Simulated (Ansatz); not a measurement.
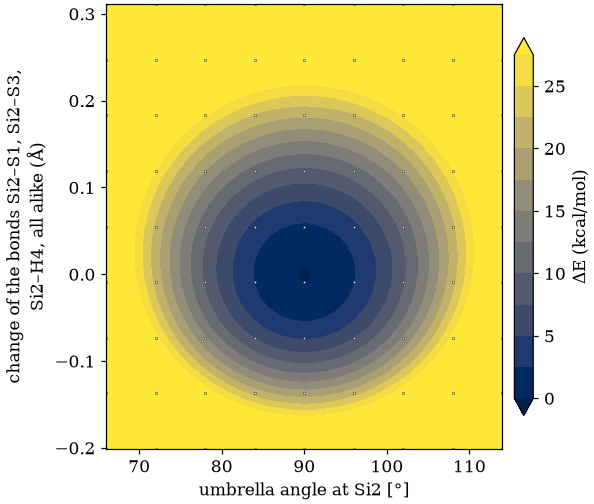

HS2Si, SMILES S=[SiH][S-], charge −1. Coordinates scanned: (1) umbrella angle at Si2 (between each of its bonds and their common axis; 90 is planar); (2) change of the bonds Si2–S1, Si2–S3, Si2–H4, all alike. Nothing is relaxed (all other coordinates rigid). Grid: 9 × 9 points; 45 points were computed and 36 follow by symmetry. Points are written as (first, second). Energies: kcal/mol, counted from the lowest grid point. Level of theory: RKS PBE0-D4/def2-TZVPD (Ansatz).

The picture shows filled contours, dots at the grid points, one colour for all values above the top of the scale. Between grid points the surface is interpolated.

Question: Estimate the position of the minimum and the force constants in these coordinates.

Answer: The interpolated minimum is at the first coordinate ≈ 90.0°, the second coordinate ≈ 0.000 Å. The curvatures there are about 19 eV/rad² and 69 eV/Å², with a cross term of about 0 eV/(rad·Å). Round the minimum the two coordinates are nearly uncoupled. (1 eV is 23.1 kcal/mol.)
